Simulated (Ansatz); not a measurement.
```tsv
atom	x (Å)	y (Å)	z (Å)
C	0.4693	1.1581	2.5287
S	2.1636	1.1799	2.3833
S	-0.5306	1.4296	1.1801
Sn	1.6984	1.6788	-0.1154
H	0.0133	0.9654	3.5098
```

Geometry: r2SCAN-D4/def2-SVP; core potentials replace the inner electrons of Sn.

The calculation used isolated molecule in a Gaussian basis; Kohn-Sham density functional theory, functional PBE0 in Ansatz 0.2.0.

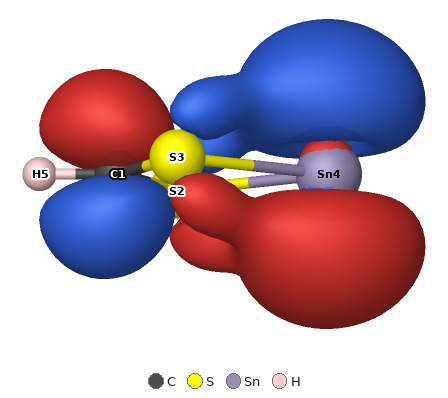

CHS2Sn (doublet). One frontier orbital at ±0.1 Å⁻³ᐟ² (red and blue are the two phases), seen from one side.

> Which orbital is it: HOMO (β) or LUMO (β)?

The LUMO (β), at −2.72 eV. By Hirshfeld shares it lies mainly on Sn4 (about 60 %), C1 (about 20 %), S2 (about 10 %) and S3 (about 10 %); it changes sign across the molecular plane (π type); π-antibonding (a node) across C1–S2 and C1–S3.
